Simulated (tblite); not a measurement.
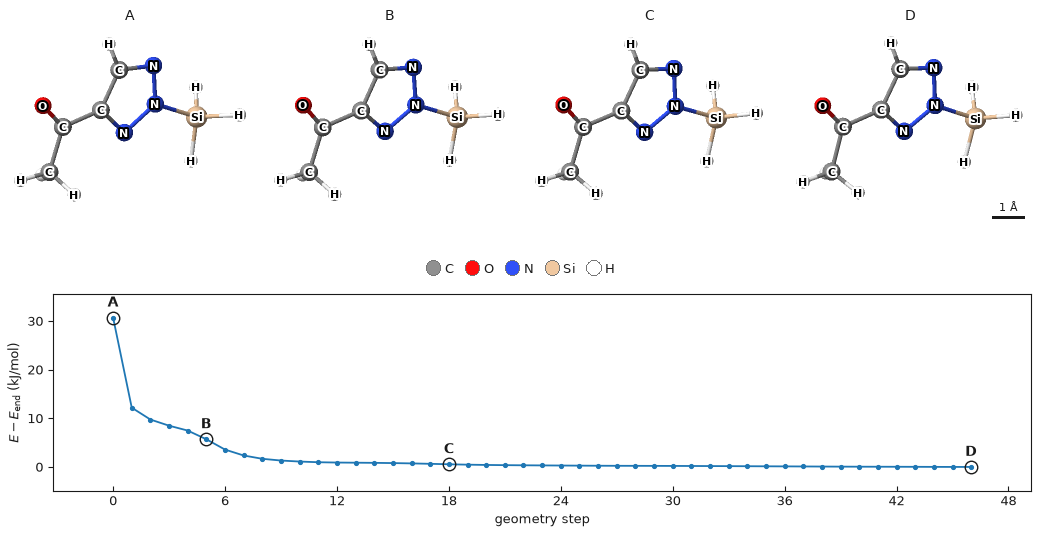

Frames of a relaxation of C4H7N3OSi, marked on the history of the run. Style: ball-and-stick. Shown at a tilt.

Computed with GFN2-xTB geometry optimisation, gas phase in tblite 0.8.0. 

What happens along the run?

Answer. The atom that moves furthest after the best rigid fit is an H atom (0.26 Å). By element the largest moves are H 0.26 Å, C 0.08 Å, N 0.07 Å, Si 0.06 Å, O 0.01 Å. Near-neighbour distances that change, for instance: N–N 1.362 → 1.313 Å, H–Si 1.489 → 1.457 Å, C–N 1.360 → 1.330 Å, N–N 1.354 → 1.326 Å. Among the angles between lasting bonds that change: N–Si–H 111.1° → 102.8°, H–Si–H 107.5° → 114.3°, N–Si–H 111.4° → 106.0°. After 46 geometry steps the energy has fallen by 30.7 kJ/mol. Cost: 0.31 s on 1 thread of Arm Neoverse V1, with other jobs on the host. From step 0 to 5: an H atom moves most (0.07 Å), energy −25.0 kJ/mol. From step 5 to 18: an H atom moves most (0.11 Å), energy −5.14 kJ/mol. From step 18 to 46: an H atom moves most (0.09 Å), energy −0.55 kJ/mol.

| step | E − E(0), kJ/mol |
| --- | --- |
| 0 | 0.00 |
| 1 | -18.52 |
| 2 | -20.96 |
| 3 | -22.22 |
| 4 | -23.22 |
| 5 | -25.01 |
| 6 | -27.14 |
| 7 | -28.35 |
| 8 | -29.03 |
| 9 | -29.39 |
| 10 | -29.59 |
| 12 | -29.80 |
| 14 | -29.86 |
| 16 | -29.98 |
| 18 | -30.15 |
| 19 | -30.24 |
| 21 | -30.33 |
| 23 | -30.39 |
| 25 | -30.44 |
| 27 | -30.47 |
| 29 | -30.48 |
| 31 | -30.51 |
| 33 | -30.54 |
| 35 | -30.57 |
| 37 | -30.60 |
| 38 | -30.62 |
| 40 | -30.65 |
| 42 | -30.67 |
| 44 | -30.69 |
| 46 | -30.70 |
